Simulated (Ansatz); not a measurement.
# PH (triplet): wave-function methods side by side, 6-31++G**

How much of the correlation energy of PH (triplet) does each wave-function method recover here?

Computed with Ansatz 0.2.0, Gaussian basis. Level: 6-31++G**, core rule «outside noble gas», up to 5 orbitals frozen.

The runs, in order: UHF; CCSD(T) on ROHF; CCSD(T) on UHF; BCCD(T) on ROHF; CISD as a restricted active space (open shells left free, so some higher excitations enter); CCSDT(Q) on ROHF; CCSDT(Q) on UHF; CISDTQ; CASSCF and MRCISD+Q, 6 electrons in 5 orbitals; CASSCF and NEVPT2, 6 electrons in 5 orbitals; Full CI.

18 further runs of the same task are left out: 9 that didn't finish, 9 set aside as unsound or not needed. Runs told in other sessions of the task aren't counted.

**1. The geometry**

The geometry is a PBE0/def2-TZVPD stationary point (not a proven minimum) of the parent state, kept for this charge and spin.

2 atoms, charge 0, spin multiplicity 3.

Atoms are counted from 1 here; the program's logs count them from 0.

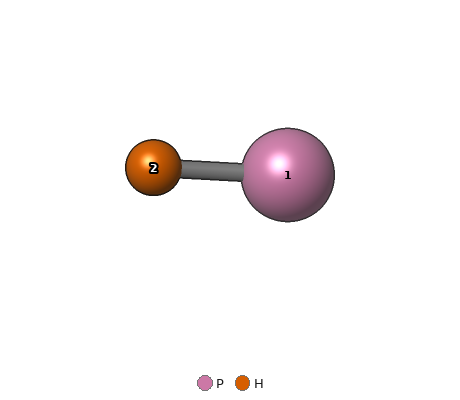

The structure; phosphorus pink, hydrogen orange; atoms are numbered from 1 in the order of the file.

In the tables R marks a restricted open-shell determinant and U an unrestricted one; 'valence' is the active space of 6 electrons in 5 orbitals; energies count from the table's Hartree-Fock row.

**2. UHF**

Contents of in.yaml:

```yaml
crystal:
  periodic: [false, false, false]
  atoms:
    - {symbol: P, position_ang: [0.000000, 0.000000, 0.000000]}
    - {symbol: H, position_ang: [0.000000, 0.000000, 1.442600]}
basis:
  gaussian: {orbitals: "6-31++G**"}
magnetization: {spin_polarized: true, initial_magnetization: 2}
hamiltonian: {xc: hf}
output: {orbitals: {seedname: orbitals}}
```

Launch:

```
$ ansatz run in.yaml --threads 1 --pin off --events-out ev --progress --plain --max-ram 2393MiB
```

The program printed:

```text
Functional definition: HF
  name "HF"
  cite "Fock, Z. Phys. 61, 126 (1930) doi:10.1007/BF01340294"
  parent pbe
  exchange = exact_x
  correlation = 0
253 factors; integrals over basis functions are off by at most 7.1e-4 eV
mean field evaluation 1: about -9286.0003 eV, gradient 5.3e0 eV
mean field evaluation 2: about -9286.0022 eV, gradient 5.3e0 eV
mean field evaluation 4: about -9286.3588 eV, gradient 5.0e-1 eV
mean field evaluation 8: about -9286.3631 eV, gradient 2.0e-4 eV
mean field -9286.36314209 eV, -341.2675509487 hartree, gradient 1.2e-5 eV, S^2 2.019263; 0 other end points of the search recorded, 0 dependent functions left out
reference -9286.36314209 eV, -341.2675509487 hartree; 9, 7 occupied and 20, 22 virtual orbitals, 253 factors
Total energy: -9286.36314209 eV, -341.2675509487 hartree
```

It took 0.12 s on 1 thread of Arm Neoverse V1, shared host.

From the report: ⟨S²⟩ of the determinant 2.019 (pure triplet: 2.00).

**3. CCSD(T) on ROHF**

Contents of in.yaml:

```yaml
crystal:
  periodic: [false, false, false]
  atoms:
    - {symbol: P, position_ang: [0.000000, 0.000000, 0.000000]}
    - {symbol: H, position_ang: [0.000000, 0.000000, 1.442600]}
basis:
  gaussian: {orbitals: "6-31++G**"}
magnetization: {spin_polarized: false, initial_magnetization: 2}
correlation: {method: ccsd_t, electrons: outside_noble_gas}
output: {forces: true}
```

The command is unchanged.

The program printed, shortened:

```text
Functional definition: HF
  name "HF"
  cite "Fock, Z. Phys. 61, 126 (1930) doi:10.1007/BF01340294"
  parent pbe
[...]
253 factors; integrals over basis functions are off by at most 7.1e-4 eV
[...]
mean field -9286.20548775 eV, -341.2617572585 hartree, gradient 8.2e-7 eV, S^2 2.000000; 0 other end points of the search recorded, 0 dependent functions left out
5 core orbitals not correlated: weight in the atoms' cores, before any rotation towards them, 1.000 or more for the frozen orbitals, at most 0.000 for the correlated occupied ones
reference -9286.20548775 eV, -341.2617572585 hartree; 4, 2 occupied and 20, 22 virtual orbitals, 253 factors
second order -2.14826085 eV of doubles, -0.08778165 eV of singles
cycle   1  -2.64518692 eV  change   -4.1e-1 eV  update   4.6e-2
[...]
cycle  11  -2.78790944 eV  change   -5.0e-7 eV  update   6.2e-7
perturbative correction -0.05238827 eV, -0.0019252333 hartree
[...]
Total energy: -9289.04578545 eV, -341.3661362740 hartree
Atom 0 at     0.000000     0.000000     0.000000 Å, force     0.000000     0.000000     0.341669 eV/Å
Atom 1 at     0.000000     0.000000     1.442600 Å, force    -0.000000     0.000000    -0.341670 eV/Å
Dipole moment:    -0.000000     0.000000     0.111635 e Å
```

Wall time 0.66 s (1 thread of Arm Neoverse V1, shared host).

From the report: correlation -2.8403 eV; T1 0.020; largest double amplitude 0.07.

**4. CCSD(T) on UHF**

Edit in.yaml of step 3 so:

```diff
@@ -7,3 +7,3 @@
   gaussian: {orbitals: "6-31++G**"}
-magnetization: {spin_polarized: false, initial_magnetization: 2}
+magnetization: {spin_polarized: true, initial_magnetization: 2}
 correlation: {method: ccsd_t, electrons: outside_noble_gas}
```

Launched as before.

The program printed, shortened:

```text
Functional definition: HF
  name "HF"
  cite "Fock, Z. Phys. 61, 126 (1930) doi:10.1007/BF01340294"
  parent pbe
[...]
253 factors; integrals over basis functions are off by at most 7.1e-4 eV
[...]
mean field -9286.36314209 eV, -341.2675509487 hartree, gradient 2.6e-6 eV, S^2 2.019263; 0 other end points of the search recorded, 0 dependent functions left out
5 core orbitals not correlated: weight in the atoms' cores, before any rotation towards them, 1.000 or more for the frozen orbitals, at most 0.000 for the correlated occupied ones
reference -9286.36314209 eV, -341.2675509487 hartree; 4, 2 occupied and 20, 22 virtual orbitals, 253 factors
second order -2.06739366 eV of doubles, -0.00000000 eV of singles
cycle   1  -2.46681378 eV  change   -4.0e-1 eV  update   4.8e-2
[...]
cycle  11  -2.63318940 eV  change   -6.0e-7 eV  update   7.3e-7
perturbative correction -0.05003863 eV, -0.0018388856 hartree
[...]
Total energy: -9289.04637011 eV, -341.3661577600 hartree
Atom 0 at     0.000000     0.000000     0.000000 Å, force    -0.000000    -0.000000     0.342202 eV/Å
Atom 1 at     0.000000     0.000000     1.442600 Å, force     0.000000     0.000000    -0.342202 eV/Å
Dipole moment:    -0.000000    -0.000000     0.111813 e Å
```

Wall time 0.63 s (1 thread of Arm Neoverse V1, shared host).

From the report: ⟨S²⟩ of the determinant 2.019 (pure triplet: 2.00); correlation -2.6832 eV; T1 0.014; largest double amplitude 0.07.

**5. BCCD(T) on ROHF**

Contents of in.yaml:

```yaml
crystal:
  periodic: [false, false, false]
  atoms:
    - {symbol: P, position_ang: [0.000000, 0.000000, 0.000000]}
    - {symbol: H, position_ang: [0.000000, 0.000000, 1.442600]}
basis:
  gaussian: {orbitals: "6-31++G**"}
magnetization: {spin_polarized: false, initial_magnetization: 2}
correlation: {method: bccd_t, electrons: outside_noble_gas}
```

Launched as before.

The program printed, shortened:

```text
Functional definition: HF
  name "HF"
  cite "Fock, Z. Phys. 61, 126 (1930) doi:10.1007/BF01340294"
  parent pbe
[...]
253 factors; integrals over basis functions are off by at most 7.1e-4 eV
[...]
mean field -9286.20548775 eV, -341.2617572585 hartree, gradient 8.2e-7 eV, S^2 2.000000; 0 other end points of the search recorded, 0 dependent functions left out
5 core orbitals not correlated: weight in the atoms' cores, before any rotation towards them, 1.000 or more for the frozen orbitals, at most 0.000 for the correlated occupied ones
reference -9286.20548775 eV, -341.2617572585 hartree; 4, 2 occupied and 20, 22 virtual orbitals, 253 factors
second order -2.14826085 eV of doubles, -0.08778165 eV of singles
cycle   1  -2.65453962 eV  change   -4.2e-1 eV  update   4.6e-2
[...]
cycle   9  -2.78849468 eV  change    5.0e-6 eV  update   5.3e-6
perturbative correction -0.05197305 eV, -0.0019099745 hartree
Total energy: -9289.04595548 eV, -341.3661425225 hartree
```

Run time: 0.45 s. Hardware: 1 thread of Arm Neoverse V1, shared host.

From the report: correlation -2.8405 eV; largest double amplitude 0.07.

**6. CISD as a restricted active space (open shells left free, so some higher excitations enter)**

Edit in.yaml of step 5 so:

```diff
@@ -8,2 +8,2 @@
 magnetization: {spin_polarized: false, initial_magnetization: 2}
-correlation: {method: bccd_t, electrons: outside_noble_gas}
+correlation: {active_space: {ras: {orbitals: [2, 2, 20], electrons: 6, max_holes: 2, max_particles: 2}, fixed_orbitals: true}}
```

Same command.

The program printed:

```text
Functional definition: HF
  name "HF"
  cite "Fock, Z. Phys. 61, 126 (1930) doi:10.1007/BF01340294"
  parent pbe
  exchange = exact_x
  correlation = 0
253 factors; integrals over basis functions are off by at most 7.1e-4 eV
mean field evaluation 1: about -9285.8928 eV, gradient 5.9e0 eV
mean field evaluation 2: about -9285.8940 eV, gradient 6.0e0 eV
mean field evaluation 4: about -9286.2032 eV, gradient 5.1e-1 eV
mean field evaluation 8: about -9286.2055 eV, gradient 1.2e-4 eV
mean field -9286.20548775 eV, -341.2617572585 hartree, gradient 8.2e-7 eV, S^2 2.000000; 0 other end points of the search recorded, 0 dependent functions left out
reference -9286.20548775 eV, -341.2617572585 hartree; 9, 7 occupied and 20, 22 virtual orbitals, 253 factors
state -9288.93144941 eV, -341.3619345019 hartree
Total energy: -9288.93144941 eV, -341.3619345019 hartree
```

Run time: 0.6 s. Hardware: 1 thread of Arm Neoverse V1, shared host.

From the report: 4,328 determinants.

**7. CCSDT(Q) on ROHF**

Edit in.yaml of step 6 so:

```diff
@@ -8,2 +8,2 @@
 magnetization: {spin_polarized: false, initial_magnetization: 2}
-correlation: {active_space: {ras: {orbitals: [2, 2, 20], electrons: 6, max_holes: 2, max_particles: 2}, fixed_orbitals: true}}
+correlation: {method: ccsdt_q, electrons: outside_noble_gas}
```

The command is unchanged.

The program printed, shortened:

```text
Functional definition: HF
  name "HF"
  cite "Fock, Z. Phys. 61, 126 (1930) doi:10.1007/BF01340294"
  parent pbe
[...]
426 factors; integrals over basis functions are off by at most 1.5e-7 eV
[...]
mean field -9286.20549573 eV, -341.2617575521 hartree, gradient 2.5e-6 eV, S^2 2.000000; 0 other end points of the search recorded, 0 dependent functions left out
5 core orbitals not correlated: weight in the atoms' cores, before any rotation towards them, 1.000 or more for the frozen orbitals, at most 0.000 for the correlated occupied ones
reference -9286.20549573 eV, -341.2617575521 hartree; 4, 2 occupied and 20, 22 virtual orbitals, 426 factors
second order -2.14828478 eV of doubles, -0.08778138 eV of singles
cycle   1  -2.64520199 eV  change   -4.1e-1 eV  update   4.9e-2
[...]
cycle  14  -2.85294078 eV  change    4.1e-7 eV  update   2.0e-7
perturbative correction -0.00124758 eV, -0.0000458478 hartree
Total energy: -9289.05968410 eV, -341.3666470397 hartree
```

It took 2.4 s on 1 thread of Arm Neoverse V1, shared host.

From the report: correlation -2.8542 eV; T1 0.020; largest double amplitude 0.07.

**8. CCSDT(Q) on UHF**

Edit in.yaml of step 7 so:

```diff
@@ -7,3 +7,3 @@
   gaussian: {orbitals: "6-31++G**"}
-magnetization: {spin_polarized: false, initial_magnetization: 2}
+magnetization: {spin_polarized: true, initial_magnetization: 2}
 correlation: {method: ccsdt_q, electrons: outside_noble_gas}
```

Same command.

The program printed, shortened:

```text
Functional definition: HF
  name "HF"
  cite "Fock, Z. Phys. 61, 126 (1930) doi:10.1007/BF01340294"
  parent pbe
[...]
426 factors; integrals over basis functions are off by at most 1.5e-7 eV
[...]
mean field -9286.36315010 eV, -341.2675512432 hartree, gradient 1.9e-6 eV, S^2 2.019263; 0 other end points of the search recorded, 0 dependent functions left out
5 core orbitals not correlated: weight in the atoms' cores, before any rotation towards them, 1.000 or more for the frozen orbitals, at most 0.000 for the correlated occupied ones
reference -9286.36315010 eV, -341.2675512432 hartree; 4, 2 occupied and 20, 22 virtual orbitals, 426 factors
second order -2.06741614 eV of doubles, -0.00000000 eV of singles
cycle   1  -2.46682808 eV  change   -4.0e-1 eV  update   5.1e-2
[...]
cycle  14  -2.69567783 eV  change    5.6e-7 eV  update   3.0e-7
perturbative correction -0.00112983 eV, -0.0000415204 hartree
Total energy: -9289.05995775 eV, -341.3666570965 hartree
```

Wall time 2.2 s (1 thread of Arm Neoverse V1, shared host).

From the report: ⟨S²⟩ of the determinant 2.019 (pure triplet: 2.00); correlation -2.6968 eV; T1 0.014; largest double amplitude 0.07.

**9. CISDTQ**

Contents of in.yaml:

```yaml
crystal:
  periodic: [false, false, false]
  atoms:
    - {symbol: P, position_ang: [0.000000, 0.000000, 0.000000]}
    - {symbol: H, position_ang: [0.000000, 0.000000, 1.442600]}
basis:
  gaussian: {orbitals: "6-31++G**"}
magnetization: {spin_polarized: false, initial_magnetization: 2}
correlation: {active_space: {ras: {orbitals: [2, 2, 20], electrons: 6, max_holes: 4, max_particles: 4}, fixed_orbitals: true}}
```

The command is unchanged.

The program printed:

```text
Functional definition: HF
  name "HF"
  cite "Fock, Z. Phys. 61, 126 (1930) doi:10.1007/BF01340294"
  parent pbe
  exchange = exact_x
  correlation = 0
253 factors; integrals over basis functions are off by at most 7.1e-4 eV
mean field evaluation 1: about -9285.8928 eV, gradient 5.9e0 eV
mean field evaluation 2: about -9285.8940 eV, gradient 6.0e0 eV
mean field evaluation 4: about -9286.2032 eV, gradient 5.1e-1 eV
mean field evaluation 8: about -9286.2055 eV, gradient 1.2e-4 eV
mean field -9286.20548775 eV, -341.2617572585 hartree, gradient 8.2e-7 eV, S^2 2.000000; 0 other end points of the search recorded, 0 dependent functions left out
reference -9286.20548775 eV, -341.2617572585 hartree; 9, 7 occupied and 20, 22 virtual orbitals, 253 factors
state -9289.05862103 eV, -341.3666079728 hartree
Total energy: -9289.05862103 eV, -341.3666079728 hartree
```

Wall time 2.7 s (1 thread of Arm Neoverse V1, shared host).

From the report: 263,270 determinants.

**10. CASSCF and MRCISD+Q, 6 electrons in 5 orbitals**

Contents of in.yaml:

```yaml
crystal:
  periodic: [false, false, false]
  atoms:
    - {symbol: P, position_ang: [0.000000, 0.000000, 0.000000]}
    - {symbol: H, position_ang: [0.000000, 0.000000, 1.442600]}
basis:
  gaussian: {orbitals: "6-31++G**"}
magnetization: {spin_polarized: false, initial_magnetization: 2}
correlation: {method: fic_mrcisd_q, electrons: outside_noble_gas, active_space: {window: {electrons: 6, orbitals: 5}, shells: [{species: H, l: s, shell: 1}, {species: P, l: s, shell: 3}, {species: P, l: p, shell: 3}]}}
```

The command is unchanged.

The program printed, shortened:

```text
Functional definition: HF
  name "HF"
  cite "Fock, Z. Phys. 61, 126 (1930) doi:10.1007/BF01340294"
  parent pbe
[...]
426 factors; integrals over basis functions are off by at most 1.5e-7 eV
[...]
mean field -9286.20549573 eV, -341.2617575521 hartree, gradient 2.5e-6 eV, S^2 2.000000; 0 other end points of the search recorded, 0 dependent functions left out
reference -9286.20549573 eV, -341.2617575521 hartree; 9, 7 occupied and 20, 22 virtual orbitals, 426 factors
state -9286.75822558 eV, -341.2820699994 hartree
contracted CI cycle   1: correlation 0.00000000 eV, 0.0000000000 hartree, residual 1.14e1 eV
contracted CI cycle   2: correlation -2.14720461 eV, -0.0789083140 hartree, residual 2.01e0 eV
contracted CI cycle   3: correlation -2.21371452 eV, -0.0813525079 hartree, residual 4.03e-1 eV
contracted CI cycle   4: correlation -2.21637710 eV, -0.0814503563 hartree, residual 1.01e-1 eV
contracted CI cycle   5: correlation -2.21654842 eV, -0.0814566521 hartree, residual 2.72e-2 eV
contracted CI cycle   6: correlation -2.21656163 eV, -0.0814571374 hartree, residual 6.38e-3 eV
contracted CI cycle   7: correlation -2.21656227 eV, -0.0814571610 hartree, residual 1.53e-3 eV
contracted CI cycle   8: correlation -2.21656231 eV, -0.0814571623 hartree, residual 3.54e-4 eV
state -9286.75822558 eV, -341.2820699994 hartree; corrected -9289.07250925 eV, -341.3671183554 hartree
Total energy: -9289.07250925 eV, -341.3671183554 hartree
Checks for a lower state left out: starts, orbital_swaps
```

Run time: 0.54 s. Hardware: 1 thread of Arm Neoverse V1, shared host.

From the report: 24 determinants; active occupations 1.99, 1.97, 1.00, 1.00, 0.03.

**11. CASSCF and NEVPT2, 6 electrons in 5 orbitals**

Contents of in.yaml:

```yaml
crystal:
  periodic: [false, false, false]
  atoms:
    - {symbol: P, position_ang: [0.000000, 0.000000, 0.000000]}
    - {symbol: H, position_ang: [0.000000, 0.000000, 1.442600]}
basis:
  gaussian: {orbitals: "6-31++G**"}
magnetization: {spin_polarized: false, initial_magnetization: 2}
correlation: {method: sc_nevpt2, electrons: outside_noble_gas, active_space: {window: {electrons: 6, orbitals: 5}, shells: [{species: H, l: s, shell: 1}, {species: P, l: s, shell: 3}, {species: P, l: p, shell: 3}]}}
```

Launched as before.

The program printed:

```text
Functional definition: HF
  name "HF"
  cite "Fock, Z. Phys. 61, 126 (1930) doi:10.1007/BF01340294"
  parent pbe
  exchange = exact_x
  correlation = 0
426 factors; integrals over basis functions are off by at most 1.5e-7 eV
mean field evaluation 1: about -9285.8926 eV, gradient 5.9e0 eV
mean field evaluation 2: about -9285.8938 eV, gradient 6.0e0 eV
mean field evaluation 4: about -9286.2032 eV, gradient 5.1e-1 eV
mean field evaluation 8: about -9286.2055 eV, gradient 9.0e-5 eV
mean field -9286.20549573 eV, -341.2617575521 hartree, gradient 2.5e-6 eV, S^2 2.000000; 0 other end points of the search recorded, 0 dependent functions left out
reference -9286.20549573 eV, -341.2617575521 hartree; 9, 7 occupied and 20, 22 virtual orbitals, 426 factors
state -9286.75822558 eV, -341.2820699994 hartree
state -9286.75822558 eV, -341.2820699994 hartree; corrected -9288.51959713 eV, -341.3467992097 hartree
Total energy: -9288.51959713 eV, -341.3467992097 hartree
Checks for a lower state left out: starts, orbital_swaps
```

Wall time 0.27 s (1 thread of Arm Neoverse V1, shared host).

From the report: 24 determinants; active occupations 1.99, 1.97, 1.00, 1.00, 0.03.

**12. Full CI**

Contents of in.yaml:

```yaml
crystal:
  periodic: [false, false, false]
  atoms:
    - {symbol: P, position_ang: [0.000000, 0.000000, 0.000000]}
    - {symbol: H, position_ang: [0.000000, 0.000000, 1.442600]}
basis:
  gaussian: {orbitals: "6-31++G**"}
magnetization: {spin_polarized: false, initial_magnetization: 2}
correlation: {method: fci, electrons: outside_noble_gas}
```

Launched as before.

The program printed:

```text
Functional definition: HF
  name "HF"
  cite "Fock, Z. Phys. 61, 126 (1930) doi:10.1007/BF01340294"
  parent pbe
  exchange = exact_x
  correlation = 0
426 factors; integrals over basis functions are off by at most 1.5e-7 eV
mean field evaluation 1: about -9285.8926 eV, gradient 5.9e0 eV
mean field evaluation 2: about -9285.8938 eV, gradient 6.0e0 eV
mean field evaluation 4: about -9286.2032 eV, gradient 5.1e-1 eV
mean field evaluation 8: about -9286.2055 eV, gradient 9.0e-5 eV
mean field -9286.20549573 eV, -341.2617575521 hartree, gradient 2.5e-6 eV, S^2 2.000000; 0 other end points of the search recorded, 0 dependent functions left out
mean field evaluation 16: about -9286.3625 eV, gradient 1.7e-1 eV
5 core orbitals not correlated: weight in the atoms' cores, before any rotation towards them, 1.000 or more for the frozen orbitals, at most 0.000 for the correlated occupied ones
reference -9286.20549573 eV, -341.2617575521 hartree; 4, 2 occupied and 20, 22 virtual orbitals, 426 factors
state -9289.05968041 eV, -341.3666469043 hartree
Total energy: -9289.05968041 eV, -341.3666469043 hartree
```

It took 3.4 s on 1 thread of Arm Neoverse V1, shared host.

From the report: 1,013,516 determinants, symmetry A2.

**13. How many determinants matter**

Natural occupations of the FCI state about the gap (report; correlated orbitals 1 to 10): 1.961, 1.945, 0.993, 0.993, 0.040, 0.011, 0.009, 0.009, 0.008, 0.008. The count of effectively unpaired electrons, Σ n²(2 − n)², is 2.03; a single determinant of this spin has 2.

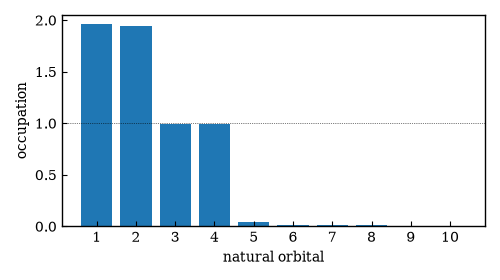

Natural occupations of the FCI state.

**14. All levels against the top one**

The yardstick is full CI for this spin, exact in this basis with these frozen cores. Rows without a time are mean-field rows or come out of runs for another level: lower rungs of the coupled-cluster runs, CASSCF and MRCISD of the multireference runs, or the Hartree-Fock search. The times of RCCSD(T), UCCSD(T) include forces.

Differences are taken before rounding.

| method | energy from the lowest ROHF (meV) | from FCI (meV) | time |
| --- | --- | --- | --- |
| ROHF | 0.0 | +2854.2 |  |
| UHF | -157.7 | +2696.5 |  |
| RMP2 | -2236.0 | +618.2 |  |
| UMP2 | -2225.0 | +629.1 |  |
| CISD | -2726.0 | +128.2 | 0.6 s |
| RCCSD | -2787.9 | +66.3 |  |
| UCCSD | -2790.8 | +63.3 |  |
| RCCSD(T) | -2840.3 | +13.9 | 0.66 s |
| UCCSD(T) | -2840.9 | +13.3 | 0.63 s |
| BCCD(T) | -2840.5 | +13.7 | 0.45 s |
| RCCSDT | -2852.9 | +1.2 |  |
| UCCSDT | -2853.3 | +0.9 |  |
| CISDTQ | -2853.1 | +1.1 | 2.7 s |
| RCCSDT(Q) | -2854.2 | 0.0 | 2.4 s |
| UCCSDT(Q) | -2854.5 | -0.3 | 2.2 s |
| CASSCF valence | -552.7 | +2301.5 |  |
| NEVPT2 valence | -2314.1 | +540.1 | 0.27 s |
| MRCISD valence | -2769.3 | +84.9 |  |
| MRCISD+Q valence | -2867.0 | -12.8 | 0.54 s |
| FCI | -2854.2 | 0 | 3.4 s |

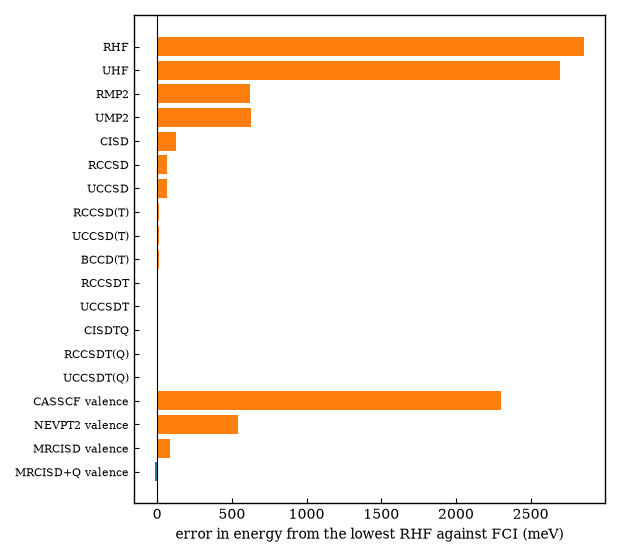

How far each level lands from FCI.

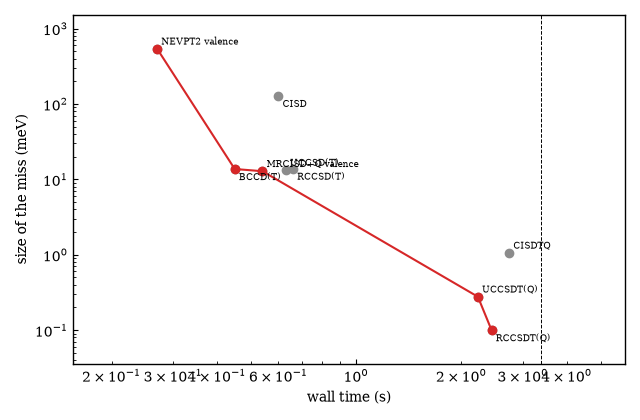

Accuracy for the time spent; red marks the levels that beat every quicker one drawn (of those quicker than the yardstick), and the dashed line is the time of FCI. Misses under 0.1 meV are drawn at that value. Times are from a shared host. Runs this short are mostly start-up, so their order is noise.

**15. What came out**

| quantity | value |
| --- | --- |
| FCI from the ROHF energy | -2.8542 eV |
| RMP2 from FCI | +618.2 meV |
| UMP2 from FCI | +629.1 meV |
| RCCSD from FCI | +66.3 meV |
| RCCSD(T) from FCI | +13.9 meV |
| UCCSD(T) from FCI | +13.3 meV |
| RCCSDT(Q) from FCI | 0.0 meV |
| UCCSDT(Q) from FCI | -0.3 meV |
| NEVPT2 valence from FCI | +540.1 meV |
| MRCISD+Q valence from FCI | -12.8 meV |
| levels within 1 kcal/mol (43 meV) | RCCSD(T), UCCSD(T), BCCD(T), RCCSDT, UCCSDT, CISDTQ, RCCSDT(Q), UCCSDT(Q), MRCISD+Q valence |
| T1 diagnostic | 0.020 |
| effectively unpaired electrons | 2.03 |

RCCSD(T) lands +13.9 meV from the yardstick (0.5 % of the correlation energy). MRCISD+Q valence falls below full CI: the +Q correction isn't variational, and the cores differ from full CI's. One determinant dominates. Of the multireference levels listed MRCISD+Q valence comes nearest in total energy (-12.8 meV), which doesn't show that its space is the better one. These misses are within one basis, not against nature; the frozen cores of restricted and unrestricted runs differ, which can shift their rows.

Levels on UHF freeze UHF's core orbitals, full CI those of ROHF, so the U rows can settle a little off it for that reason alone.

With open shells the CI space here admits some higher excitations, so it is larger than plain CISD.
